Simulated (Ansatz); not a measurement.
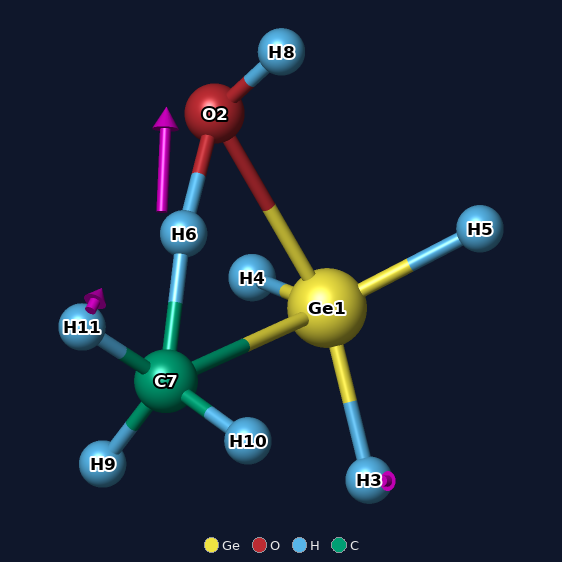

The arrows show one normal mode. Harmonic vibrations computed with RKS PBE0-D4/def2-SVP (Ansatz 0.2.0) at a stationary point of the same level. It is a saddle point of order 1.

**Estimate its harmonic wavenumber.**

1332i cm⁻¹; it is mode 1 of 27 counted from the lowest.
